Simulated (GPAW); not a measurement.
# LiH (Fm-3m): G0W0 with GPAW, start to end

Wanted: ground state, empty states, screening and self-energy for LiH (Fm-3m).

Main program and level: GPAW 26.7.0; PBE and many-body steps on it, plane waves.

The database entry behind the starting cell differs from later determinations by our own check (the deuteride, about 0.2 % short), so it need not match the best structure at ambient conditions.

**1. The structure**

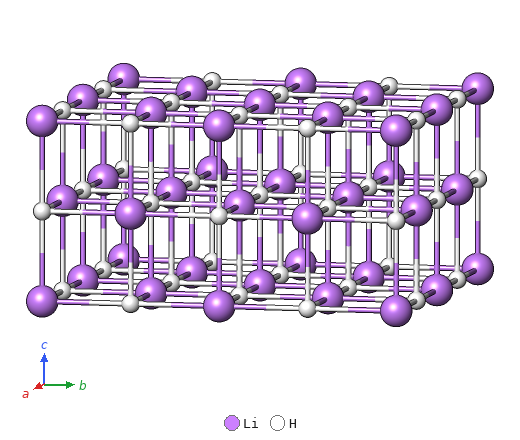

The starting structure, seen slightly off an axis (lithium purple, hydrogen white). 2×2×1 cells are drawn. This picture shows the conventional cell, with its axes. Some periodic images of atoms are drawn too.

As a file:

```cif
data_structure
_symmetry_space_group_name_H-M 'P 1'
_symmetry_Int_Tables_number 1
_cell_length_a 2.8804
_cell_length_b 2.8804
_cell_length_c 2.8804
_cell_angle_alpha 60.000
_cell_angle_beta 60.000
_cell_angle_gamma 60.000
_cell_volume 16.90
loop_
_atom_site_label
_atom_site_type_symbol
_atom_site_fract_x
_atom_site_fract_y
_atom_site_fract_z
_atom_site_occupancy
Li1 Li 0.00000 0.00000 0.00000 1
H2 H 0.50000 0.50000 0.50000 1
```

The cell and positions come from the Crystallography Open Database and are kept as given unless a step says otherwise.

**2. Ground state**

This step: GPAW 26.7.0; DFT, PBE, plane waves, PAW.

The ground-state density comes first.

run.py reads:

```python
import json
import numpy as np
from gpaw.mpi import world
from ase import Atoms
from gpaw import GPAW, PW, FermiDirac

atoms = Atoms(['Li', 'H'],
    cell=[[0.0000000000, 2.0367500000, 2.0367500000],
      [2.0367500000, 0.0000000000, 2.0367500000],
      [2.0367500000, 2.0367500000, 0.0000000000]],
    scaled_positions=[[0.0000000000, 0.0000000000, 0.0000000000],
      [0.5000000000, 0.5000000000, 0.5000000000]],
    pbc=(True, True, True))
calc = GPAW(mode=PW(600),
    xc='PBE',
    kpts={'size': (10, 10, 10), 'gamma': True},
    occupations=FermiDirac(0.001),
    nbands=-7,
    convergence={'density': 1e-6, 'bands': -3},
    maxiter=100,
    txt='gs.txt')
atoms.calc = calc
res = {'energy': atoms.get_potential_energy()}
kpts = calc.get_ibz_k_points()
res['kpts'] = kpts
res['eigenvalues'] = [calc.get_eigenvalues(kpt=k) for k in range(len(kpts))]
res['n_electrons'] = calc.get_number_of_electrons()
calc.write('gs.gpw')

if world.rank == 0:
    with open('result.json', 'w') as f:
        json.dump(res, f, default=lambda x: x.tolist())
```

The run is started by

```sh
$ mpirun -n 4 gpaw python run.py
```

The program printed:

```text
__  _  _
 | _ |_)|_||  |
 |__||  | ||/\| - 26.7.0

Input parameters:
  mode=PW(ecut=600.0),
  convergence={'density': 1e-06, 'bands': -3},
  kpts=MonkhorstPack(size=(10, 10, 10), gamma=True),
  maxiter=100,
  nbands=-7,
  occupations=Occupations(name='fermi-dirac', width=0.001, fixmagmom=False),
  xc=XC(name='PBE')
  [... matrices ...]
Diagonalizing LCAO Hamiltonian
Converting LCAO to pw mode

              H

       Li

Atoms  # Å, Bohr magnetons
|   | symbol |        x |        y |        z |    initial magnetic moments |
| 0 |     Li | 0.000000 | 0.000000 | 0.000000 | ( 0.0000,  0.0000,  0.0000) |
| 1 |      H | 2.036750 | 2.036750 | 2.036750 | ( 0.0000,  0.0000,  0.0000) |

Unit cell  # Å
| periodic |        x |        y |        z |  lengths |    angles |
|      yes | 0.000000 | 2.036750 | 2.036750 | 2.880399 | 60.000000 |
|      yes | 2.036750 | 0.000000 | 2.036750 | 2.880399 | 60.000000 |
|      yes | 2.036750 | 2.036750 | 0.000000 | 2.880399 | 60.000000 |

Number of symmetries: 48
Symmetry operations  # r_c * U_cc + t_c -> r_c
|    | kind |            matrix            |
|  0 |  σ   |  1, 0, 0,  1, 0,-1,  1,-1, 0 |
|  1 |  C2  |  1, 0, 0,  1,-1, 0,  1, 0,-1 |
|  2 |  E   |  1, 0, 0,  0, 1, 0,  0, 0, 1 |
|  3 |  σ   |  1, 0, 0,  0, 0, 1,  0, 1, 0 |
|  4 |  C4  |  1, 0,-1,  1, 0, 0,  1,-1, 0 |
|  5 |  S6  |  1, 0,-1,  1,-1, 0,  1, 0, 0 |
|  6 |  σ   |  1, 0,-1,  0, 1,-1,  0, 0,-1 |
|  7 |  C3  |  1, 0,-1,  0, 0,-1,  0, 1,-1 |
|  8 |  S6  |  1,-1, 0,  1, 0, 0,  1, 0,-1 |
|  9 |  C4  |  1,-1, 0,  1, 0,-1,  1, 0, 0 |
| 10 |  C3  |  1,-1, 0,  0,-1, 1,  0,-1, 0 |
| 11 |  σ   |  1,-1, 0,  0,-1, 0,  0,-1, 1 |
| 12 |  σ   |  0, 1, 0,  1, 0, 0,  0, 0, 1 |
| 13 |  C4  |  0, 1, 0,  0, 1,-1, -1, 1, 0 |
| 14 |  C3  |  0, 1, 0,  0, 0, 1,  1, 0, 0 |
| 15 |  S6  |  0, 1, 0, -1, 1, 0,  0, 1,-1 |
| 16 |  C2  |  0, 1,-1,  1, 0,-1,  0, 0,-1 |
| 17 |  σ   |  0, 1,-1,  0, 1, 0, -1, 1, 0 |
| 18 |  S4  |  0, 1,-1,  0, 0,-1,  1, 0,-1 |
| 19 |  C4  |  0, 1,-1, -1, 1, 0,  0, 1, 0 |
| 20 |  C3  |  0, 0, 1,  1, 0, 0,  0, 1, 0 |
| 21 |  σ   |  0, 0, 1,  0, 1, 0,  1, 0, 0 |
| 22 |  S6  |  0, 0, 1,  0,-1, 1, -1, 0, 1 |
| 23 |  C4  |  0, 0, 1, -1, 0, 1,  0,-1, 1 |
| 24 |  S4  |  0, 0,-1,  1, 0,-1,  0, 1,-1 |
| 25 |  C3  |  0, 0,-1,  0, 1,-1,  1, 0,-1 |
| 26 |  C2  |  0, 0,-1,  0,-1, 0, -1, 0, 0 |
| 27 |  S6  |  0, 0,-1, -1, 0, 0,  0,-1, 0 |
| 28 |  S4  |  0,-1, 1,  1,-1, 0,  0,-1, 0 |
| 29 |  C4  |  0,-1, 1,  0, 0, 1, -1, 0, 1 |
| 30 |  C2  |  0,-1, 1,  0,-1, 0,  1,-1, 0 |
| 31 |  σ   |  0,-1, 1, -1, 0, 1,  0, 0, 1 |
| 32 |  C3  |  0,-1, 0,  1,-1, 0,  0,-1, 1 |
| 33 |  S6  |  0,-1, 0,  0, 0,-1, -1, 0, 0 |
| 34 |  S4  |  0,-1, 0,  0,-1, 1,  1,-1, 0 |
| 35 |  C2  |  0,-1, 0, -1, 0, 0,  0, 0,-1 |
| 36 |  C2  | -1, 1, 0,  0, 1, 0,  0, 1,-1 |
| 37 |  S6  | -1, 1, 0,  0, 1,-1,  0, 1, 0 |
| 38 |  S4  | -1, 1, 0, -1, 0, 1, -1, 0, 0 |
| 39 |  C3  | -1, 1, 0, -1, 0, 0, -1, 0, 1 |
| 40 |  S6  | -1, 0, 1,  0, 0, 1,  0,-1, 1 |
| 41 |  C2  | -1, 0, 1,  0,-1, 1,  0, 0, 1 |
| 42 |  C3  | -1, 0, 1, -1, 1, 0, -1, 0, 0 |
| 43 |  S4  | -1, 0, 1, -1, 0, 0, -1, 1, 0 |
| 44 |  C2  | -1, 0, 0,  0, 0,-1,  0,-1, 0 |
| 45 |  i   | -1, 0, 0,  0,-1, 0,  0, 0,-1 |
| 46 |  σ   | -1, 0, 0, -1, 1, 0, -1, 0, 1 |
| 47 |  C2  | -1, 0, 0, -1, 0, 1, -1, 1, 0 |

BZ-sampling:
  Number of BZ points: 1000
  Number of IBZ points: 47

  Monkhorst-Pack size: [10, 10, 10]
  Monkhorst-Pack shift: [0.05, 0.05, 0.05]

K-points  # in reciprocal-cell coordinates
|     |                                coordinates |     weight |
|   0 | (  0.00000000,   0.00000000,   0.00000000) | 0.00100000 |
|   1 | (  0.10000000,   0.10000000,   0.00000000) | 0.00600000 |
|   2 | (  0.10000000,   0.10000000,   0.10000000) | 0.00800000 |
|   3 | (  0.20000000,   0.10000000,   0.10000000) | 0.01200000 |
|   4 | (  0.20000000,   0.20000000,   0.00000000) | 0.00600000 |
|   5 | (  0.20000000,   0.20000000,   0.10000000) | 0.02400000 |
|   6 | (  0.20000000,   0.20000000,   0.20000000) | 0.00800000 |
|   7 | (  0.30000000,   0.20000000,   0.10000000) | 0.02400000 |
|   8 | (  0.30000000,   0.20000000,   0.20000000) | 0.02400000 |
|   9 | (  0.30000000,   0.30000000,   0.00000000) | 0.00600000 |
| ... |                                            |            |
|  46 | (  0.50000000,   0.50000000,   0.50000000) | 0.00400000 |

Plane wave coefficients: 588
Cutoff: 600.0 eV

Spin-components: 1 (collinear spins)
Bands:           8
Projectors:      6
Spin-degeneracy: 2
Datatype:        complex128

  Storage: CPU
  Wave functions: 3_230_592 bytes (807_648 per core)
  Projectors: 4_845_888 bytes (1_211_472 per core)
  [... matrices ...]
Parallelization:
  kpt:    4
  domain: 1
  band:   1

Density:
  Valence electrons: 2.0
  Components: 1
  Grid points: [18 18 18]
  Charge: 0.0  # |e|

Potential:
  Grid points: [18 18 18]

species:
  Li:
    name:    Lithium
    Z:       3.0
    valence: 1
    core:    2
    charge:  0.0  # [|e|]
    compensation charges:
      type: gauss
      rc: 0.33  # [Å]
      lmax: 2
    cutoffs:
      filter: 1.91  # [Å]
      core: 2.55  # [Å]
    projectors
    | kind |    occ | energy [eV] | rcut [Å] |
    |   2s |  1.000 |      -2.874 |    1.058 |
    |   2p |  0.000 |      -1.090 |    1.058 |
    |    s |        |      24.337 |    1.058 |

    Using partial waves for Li as LCAO basis

  H:
    name:    Hydrogen
    Z:       1.0
    valence: 1
    core:    0
    charge:  0.0  # [|e|]
    compensation charges:
      type: gauss
      rc: 0.15  # [Å]
      lmax: 2
    cutoffs:
      filter: 0.85  # [Å]
      core: 0.53  # [Å]
    projectors
    | kind |    occ | energy [eV] | rcut [Å] |
    |   1s |  1.000 |      -6.494 |    0.476 |
    |    s |        |      20.717 |    0.476 |
    |    p |        |       0.000 |    0.476 |

    Using partial waves for H as LCAO basis

Reference energy: -215.277982  # eV

eigensolver:
  PPCG
  Converge bands: -3
  niter=2

density mixing:
  MSR1-Mixer
  Pratt-step length: 0.05
  Maximum mixing coefficient: 0.75
  Old densities: 10
  SVD Regularization: 0.005
  Good broyden scale: 1.0
  Trust region scale: 1.0
  Backstep threshold: 4.0
  History deletion threshold: 6.0
  Fourier metric: weight=20.0, sigma=0.015

occupation numbers:
  Fermi-Dirac:
    width: 0.0010  # eV

poisson solver:
  ecut: 4800.0  # eV

xc functional:
  name: PBE with 2 nearest neighbor stencil

Initialization done in: 0.998 s

convergence criteria:
- Maximum integral of absolute [dens]ity change: 1e-06 electrons / valence electron
- Maximum [total energy] change in last 3 cyles: 0.0005 eV / valence electron
- Maximum integral of absolute [eigenst]ate change: 4e-08 eV^2 / valence electron
maximum number of iterations: 100

SCF iterations
|iter     |     time |      energy | eigst |  dens |
|iter:   1|  |   -6.292563 | +2.44 |       |
|iter:   2|  |   -6.267441 | +0.41 | -0.56 |
|iter:   3|  |   -6.105923 | -1.83 | -0.59 |
|iter:   4|  |   -6.102039 | -2.71 | -1.26 |
|iter:   5|  |   -6.102305 | -3.33 | -1.96 |
|iter:   6|  |   -6.102324c| -4.74 | -2.66 |
|iter:   7|  |   -6.102324c| -6.20 | -4.14 |
|iter:   8|  |   -6.102323c| -6.40 | -4.48 |
|iter:   9|  |   -6.102323c| -7.45c| -5.22 |
|iter:  10|  |   -6.102323c| -7.83c| -5.75 |
|iter:  11|  |   -6.102323c| -9.38c| -6.94c|

Converged in 11 steps
SCF loop duration: 1.464 s (0.133 s/step)
Energy contributions relative to reference atoms: (reference = -215.277982)
  [... matrices ...]
Energy contributions:
  Kinetic:           5.329029
  Coulomb:          -5.630523
  Zero:             -0.010760
  External:          0.000000
  Xc:               -5.790070
  Entropy:          -0.000000
  Spinorbit:         0.000000
  ----------------------------
  Free energy:      -6.102323
  Extrapolated:     -6.102323

dipole moment: (-2.336719, -2.336719, -2.336719)  # |e|*Ang

Fermi level: 0.519
Eigenvalues  # (at kpt = [0.000, 0.000, 0.000])
| band index |      eig [eV] | occ [0-2] |
|          0 |        -5.649 |     2.000 |
|          1 |        15.084 |     0.000 |
|          2 |        17.137 |     0.000 |
|          3 |        17.137 |     0.000 |
|          4 |        17.137 |     0.000 |
|          5 |        21.859 |     0.000 |
|          6 |        21.859 |     0.000 |
|          7 |        21.859 |     0.000 |

Gap: 2.999 eV
Transition (v -> c):
  (s=0, k=41, n=0, [0.50, 0.50, 0.00]) -> (s=0, k=41, n=1, [0.50, 0.50, 0.00])
No difference between direct/indirect transitions
# Writing to gs.gpw (mode='')
  [... matrices ...]
```

The job ended after 4.2 s (4 MPI ranks of Arm Neoverse V2, shared host; peak memory 0.56 GiB).

Numbers from this step:

```yaml
total_energy: -6.102 eV
gap: 2.999 eV
k_of_the_valence_top: 0.5, 0.5, 0
k_of_the_conduction_bottom: 0.5, 0.5, 0
least_direct_gap: 2.999 eV
```

The gap is direct, at (0.500, 0.500, 0.000).

**3. Bands along the symmetry lines**

The cheap functional maps the bands first; the places of the edges decide which points the dearer methods must see.

run.py reads:

```python
import json
import numpy as np
from gpaw.mpi import world
from gpaw import GPAW

path = [[0.000000, 0.000000, 0.000000],
    [0.062500, 0.000000, 0.062500],
    [0.125000, 0.000000, 0.125000],
    [0.187500, 0.000000, 0.187500],
    [0.250000, 0.000000, 0.250000],
    [0.312500, 0.000000, 0.312500],
    [0.375000, 0.000000, 0.375000],
    [0.437500, 0.000000, 0.437500],
    [0.500000, 0.000000, 0.500000],
    [0.515625, 0.031250, 0.515625],
    [0.531250, 0.062500, 0.531250],
    [0.546875, 0.093750, 0.546875],
    [0.562500, 0.125000, 0.562500],
    [0.578125, 0.156250, 0.578125],
    [0.593750, 0.187500, 0.593750],
    [0.609375, 0.218750, 0.609375],
    [0.625000, 0.250000, 0.625000],
    [0.375000, 0.375000, 0.750000],
    [0.328125, 0.328125, 0.656250],
    [0.281250, 0.281250, 0.562500],
    [0.234375, 0.234375, 0.468750],
    [0.187500, 0.187500, 0.375000],
    [0.140625, 0.140625, 0.281250],
    [0.093750, 0.093750, 0.187500],
    [0.046875, 0.046875, 0.093750],
    [0.000000, 0.000000, 0.000000],
    [0.062500, 0.062500, 0.062500],
    [0.125000, 0.125000, 0.125000],
    [0.187500, 0.187500, 0.187500],
    [0.250000, 0.250000, 0.250000],
    [0.312500, 0.312500, 0.312500],
    [0.375000, 0.375000, 0.375000],
    [0.437500, 0.437500, 0.437500],
    [0.500000, 0.500000, 0.500000],
    [0.500000, 0.468750, 0.531250],
    [0.500000, 0.437500, 0.562500],
    [0.500000, 0.406250, 0.593750],
    [0.500000, 0.375000, 0.625000],
    [0.500000, 0.343750, 0.656250],
    [0.500000, 0.312500, 0.687500],
    [0.500000, 0.281250, 0.718750],
    [0.500000, 0.250000, 0.750000],
    [0.500000, 0.218750, 0.718750],
    [0.500000, 0.187500, 0.687500],
    [0.500000, 0.156250, 0.656250],
    [0.500000, 0.125000, 0.625000],
    [0.500000, 0.093750, 0.593750],
    [0.500000, 0.062500, 0.562500],
    [0.500000, 0.031250, 0.531250],
    [0.500000, 0.000000, 0.500000]]
calc = GPAW('gs.gpw').fixed_density(kpts=path,
    symmetry='off',
    nbands=11,
    convergence={'bands': 7},
    txt='bands.txt')
res = {}
kpts = calc.get_ibz_k_points()
res['kpts'] = kpts
res['eigenvalues'] = [calc.get_eigenvalues(kpt=k) for k in range(len(kpts))]
res['n_electrons'] = calc.get_number_of_electrons()

if world.rank == 0:
    with open('result.json', 'w') as f:
        json.dump(res, f, default=lambda x: x.tolist())
```

The run is started by

```sh
$ mpirun -n 4 gpaw python run.py
```

The program printed:

```text
Diagonalizing LCAO Hamiltonian
Converting LCAO to pw mode
convergence criteria:
- Maximum integral of absolute [eigenst]ate change: 4e-08 eV^2 / valence electron
maximum number of iterations: 100

SCF iterations
|iter     |     time |      energy | eigst |  dens |
|iter:   1|  |             | +3.14 |       |
|iter:   2|  |             | +1.30 |       |
|iter:   3|  |             | -1.72 |       |
[...]
|iter:   7|  |             | -6.71 |       |
|iter:   8|  |             | -7.23 |       |
|iter:   9|  |             | -7.82c|       |
SCF steps: 9
  __  _  _
 | _ |_)|_||  |
 |__||  | ||/\| - 26.7.0

Input parameters:
  mode=PW(ecut=600.0),
  convergence={'bands': 7},
  gpts=array([18, 18, 18]),
  kpts=KPoints(kpts=array([[0.      , 0.      , 0.      ],
         [0.0625  , 0.      , 0.0625  ],
         [0.125   , 0.      , 0.125   ],
         [0.1875  , 0.      , 0.1875  ],
[...]
[0.515625, 0.03125 , 0.515625],
[...]
[0.546875, 0.09375 , 0.546875],
[...]
[0.578125, 0.15625 , 0.578125],
[...]
[0.609375, 0.21875 , 0.609375],
[...]
[0.328125, 0.328125, 0.65625 ],
[...]
[0.234375, 0.234375, 0.46875 ],
[...]
[0.140625, 0.140625, 0.28125 ],
[...]
[0.046875, 0.046875, 0.09375 ],
[...]
[0.5     , 0.0625  , 0.5625  ],
         [0.5     , 0.03125 , 0.53125 ],
         [0.5     , 0.      , 0.5     ]])),
  maxiter=100,
  nbands=11,
  occupations=Occupations(name='fermi-dirac', width=0.001, fixmagmom=False),
  parallel={},
  symmetry=Symmetry(point_group=False, time_reversal=False),
  xc=XC(name='PBE')
  [... matrices ...]
timing:  # [seconds]
  Total: 0.029  # ━━━━━━━━━━━━━━━━━━━━━━━━━━━━━━━━━━━━━━━━━━━━━━━━━━━━━━━━━━━
```

The job ended after 3.5 s (4 MPI ranks; peak memory 0.52 GiB; 14 s of CPU time).

This step gave:

| Property | Result |
| --- | --- |
| gap | 2.999 eV |
| k of the valence top | 0.5, 0, 0.5 |
| k of the conduction bottom | 0.5, 0, 0.5 |
| least direct gap | 2.999 eV |

The gap is 2.999 eV, as in the run before at this level.

Electronic bands along the path, in eV, zero at the top of the highest filled band; v1 is the highest filled band, c1 the lowest empty one:

| point | v1 | c1 | c2 | c3 | c4 |
| --- | --- | --- | --- | --- | --- |
| Γ | -5.28 | 15.45 | 17.51 | 17.51 | 17.51 |
| X | 0.00 | 3.00 | 10.59 | 10.59 | 13.78 |
| U | -0.48 | 4.11 | 7.41 | 11.70 | 15.69 |
| jump to K | -0.48 | 4.11 | 7.41 | 11.70 | 15.69 |
| Γ | -5.28 | 15.45 | 17.51 | 17.51 | 17.51 |
| L | -2.51 | 4.80 | 13.25 | 16.15 | 16.15 |
| W | -0.21 | 5.22 | 5.22 | 11.40 | 17.20 |
| X | 0.00 | 3.00 | 10.59 | 10.59 | 13.78 |

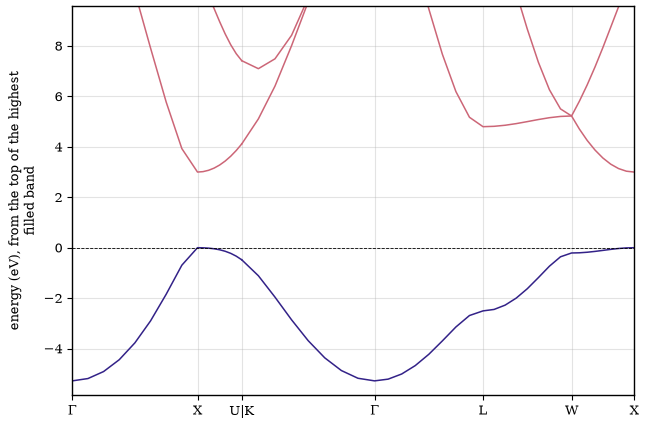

Electronic bands along the path; lines of filled and empty bands in two colours.

**4. Empty states on the mesh, 8×8×8 mesh, 98 bands**

The sums over transitions need many empty states on a uniform mesh; this step solves for them.

run.py reads:

```python
import json
import numpy as np
from gpaw.mpi import world
from gpaw import GPAW

calc = GPAW('gs.gpw').fixed_density(kpts={'size': (8, 8, 8), 'gamma': True},
    parallel={'domain': 1, 'band': 1},
    txt='nscf.txt')
calc.diagonalize_full_hamiltonian(nbands=98)
calc.write('full.gpw', mode='all')
res = {}
kpts = calc.get_ibz_k_points()
res['kpts'] = kpts
res['eigenvalues'] = [calc.get_eigenvalues(kpt=k) for k in range(len(kpts))]
res['n_electrons'] = calc.get_number_of_electrons()

if world.rank == 0:
    with open('result.json', 'w') as f:
        json.dump(res, f, default=lambda x: x.tolist())
```

The run is started by

```sh
$ mpirun -n 4 gpaw python run.py
```

The program printed:

```text
Diagonalizing LCAO Hamiltonian
Converting LCAO to pw mode
convergence criteria:
- Maximum integral of absolute [eigenst]ate change: 4e-08 eV^2 / valence electron
maximum number of iterations: 100

SCF iterations
|iter     |     time |      energy | eigst |  dens |
|iter:   1|  |             | +2.45 |       |
|iter:   2|  |             | +0.37 |       |
|iter:   3|  |             | -2.09 |       |
|iter:   4|  |             | -4.71 |       |
|iter:   5|  |             | -7.16 |       |
|iter:   6|  |             | -8.39c|       |
SCF steps: 6
  __  _  _
 | _ |_)|_||  |
 |__||  | ||/\| - 26.7.0

Input parameters:
  mode=PW(ecut=600.0),
  convergence={'density': 1e-06, 'bands': -3},
  gpts=array([18, 18, 18]),
  kpts=MonkhorstPack(size=(8, 8, 8), gamma=True),
  maxiter=100,
  nbands=8,
  occupations=Occupations(name='fermi-dirac', width=0.001, fixmagmom=False),
  parallel={'domain': 1, 'band': 1},
  xc=XC(name='PBE')
Matrix size: 570x570
# Writing to full.gpw (mode='all')
  [... matrices ...]

timing:  # [seconds]
  Total: 2.233  # ━━━━━━━━━━━━━━━━━━━━━━━━━━━━━━━━━━━━━━━━━━━━━━━━━━━━━━━━━━━
```

It took 5.2 s on 4 MPI ranks; peak memory 0.71 GiB; 20 s of CPU time.

This step gave:

* gap: 2.999 eV
* k of the valence top: 0.5, 0.5, 0
* k of the conduction bottom: 0.5, 0.5, 0
* least direct gap: 2.999 eV
* k points computed: 29
* lowest point of the top converged band, above the valence top: 169.3394 eV

On this mesh the gap is 2.999 eV.

[end of part 1 of 2]

[Paths, hosts, dates, memory and timing lines, banners, echoed tables and standing remarks are left out of the program output.]

[Logs are printed without paths, hosts, clocks, repeated set-up lines and the standing remarks that a program may print on its own settings, such as how far it seeks lower states.]

[Runs of the session that timed out or met a known fault of the program may be left out.]

[Hosts, paths, dates, database ids (printed as entryN), source tags and the programs' standing remarks are cut or masked in the printed files.]
